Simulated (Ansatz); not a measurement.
## Run report: C2H4ClIO, single-point calculation

System: C2H4ClIO.
Method: RKS r2SCAN0-d3bjatm/def2-TZVP (Ansatz 0.2.0).

The geometry comes from this level: PBE0-D4/def2-TZVP. Figures and captions count atoms from 1; the log counts them from 0 in places.

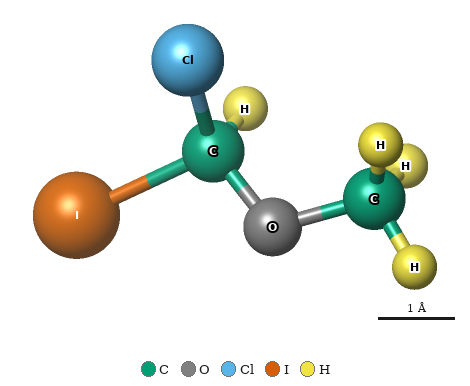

The structure as given in the input (ball-and-stick view, seen at a tilt).

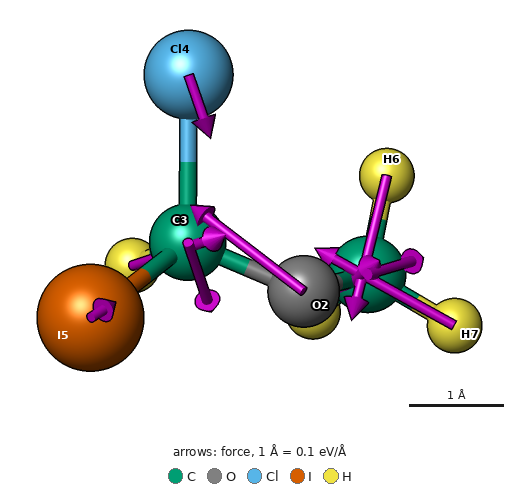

Forces on the atoms as pink arrows (ball-and-stick view, seen at a tilt; atoms are numbered from 1 in the order of the input). The largest act on H7 (0.17 eV/Å); O2 (0.17 eV/Å); H6, H9 (0.17 eV/Å); H8 (0.16 eV/Å), among others. The geometry is not a stationary point of this energy.

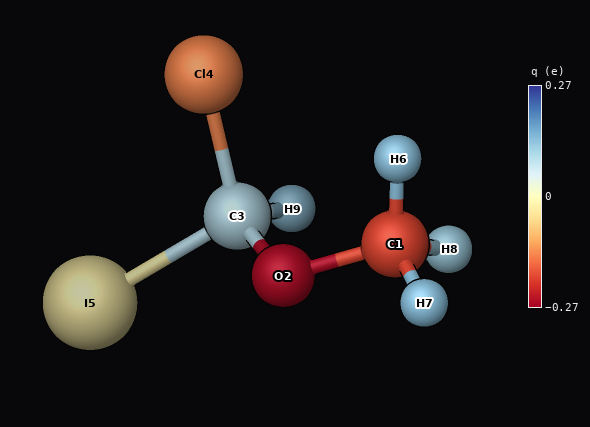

Mulliken charges, as the colour of each atom (ball-and-stick view, seen at a tilt; atoms are numbered from 1 in the order of the input). By element: C −0.19 to +0.09, O −0.25, Cl −0.14, I −0.03 and H +0.11 to +0.14 e.

These pictures come from the run below.

### Input file
```yaml
crystal:
  periodic: [false, false, false]
  atoms:
    - {symbol: C, position_ang: [0.696898, -1.072054, -0.148857]}
    - {symbol: O, position_ang: [0.703596, 0.333998, 0.052875]}
    - {symbol: C, position_ang: [-0.529430, 0.874926, 0.181998]}
    - {symbol: Cl, position_ang: [-1.433242, 0.922632, -1.371393]}
    - {symbol: I, position_ang: [-0.307954, 2.847108, 0.985736]}
    - {symbol: H, position_ang: [0.242962, -1.322023, -1.111031]}
    - {symbol: H, position_ang: [1.738453, -1.385568, -0.137577]}
    - {symbol: H, position_ang: [0.151798, -1.575779, 0.656974]}
    - {symbol: H, position_ang: [-1.174482, 0.330661, 0.874274]}
basis:
  gaussian: {orbitals: def2-TZVP}
hamiltonian: {xc: {name: r2SCAN0}, dispersion: d3bjatm}
output: {forces: true}
```

Launch command:
```bash
ansatz run in.yaml --threads 4 --pin off --events-out ev --progress --plain --max-ram 10444MiB
```

### Log
```
Functional definition: r2SCAN0
  name "r2SCAN0"
  cite "Bursch, Neugebauer, Ehlert & Grimme, J. Chem. Phys. 156, 134105 (2022) doi:10.1063/5.0086040"
  cite "Furness, Kaplan, Ning, Perdew & Sun, J. Phys. Chem. Lett. 11, 8208 (2020) doi:10.1021/acs.jpclett.0c02405"
  cite "Furness, Kaplan, Ning, Perdew & Sun, J. Phys. Chem. Lett. 11, 9248 (2020) doi:10.1021/acs.jpclett.0c03077"
  parent r2scan
  parameter a = 0.25
  parameter k0 = 0.174
  parameter k1 = 0.065
  parameter a1 = 4.9479
  exchange = (1 - a)*r2scan_x(k0 = k0, k1 = k1, a1 = a1) + a*exact_x
  correlation = r2scan_c
1373 factors; their error is unknown
mean field evaluation 1: about -24806.3270 eV, gradient 4.1e1 eV
mean field evaluation 2: about -24803.6164 eV, gradient 5.5e1 eV
mean field evaluation 4: about -24809.8170 eV, gradient 2.5e0 eV
mean field evaluation 8: about -24810.1372 eV, gradient 8.3e-1 eV
mean field evaluation 16: about -24810.1377 eV, gradient 1.5e-4 eV
mean field -24810.13769838 eV, -911.7557435000 hartree, gradient 1.8e-5 eV, S^2 0.000000; 0 other end points of the search recorded, 0 dependent functions left out
the calculation of the forces begins
reference -24810.13770732 eV, -911.7557438285 hartree; 33, 33 occupied and 171, 171 virtual orbitals, 1373 factors
Total energy: -24810.21494719 eV, -911.7585823415 hartree
Atom 0 at     0.696898    -1.072054    -0.148857 Å, force     0.005096    -0.108012    -0.023592 eV/Å
Atom 1 at     0.703596     0.333998     0.052875 Å, force    -0.166620    -0.007028    -0.007891 eV/Å
Atom 2 at    -0.529430     0.874926     0.181998 Å, force     0.019733    -0.110365     0.077588 eV/Å
Atom 3 at    -1.433242     0.922632    -1.371393 Å, force     0.053347    -0.013894     0.049091 eV/Å
Atom 4 at    -0.307954     2.847108     0.985736 Å, force     0.001074    -0.041457    -0.020847 eV/Å
Atom 5 at     0.242962    -1.322023    -1.111031 Å, force     0.066335     0.053533     0.142478 eV/Å
Atom 6 at     1.738453    -1.385568    -0.137577 Å, force    -0.161321     0.061906    -0.000081 eV/Å
Atom 7 at     0.151798    -1.575779     0.656974 Å, force     0.075766     0.092551    -0.112079 eV/Å
Atom 8 at    -1.174482     0.330661     0.874274 Å, force     0.106589     0.072766    -0.104666 eV/Å
Dipole moment:     0.055137    -0.518280     0.155556 e Å
```

### Key numbers

| quantity | value |
| --- | --- |
| outcome | converged |
| total energy | −24810.2149 eV |
| mean-field energy | −24810.1377 eV |
| dispersion energy | −0.0772 eV |
| SCF solution under orbital rotations | stable |
| largest force (length of the vector) | 0.173 eV/Å |
| dipole moment | 2.61 D |
| hardware | 4 threads of Arm Neoverse V1, 23 GiB of memory available, shared host |
| wall time | 6.5 s (CPU time 23 s) |
| peak memory | 0.61 GiB |
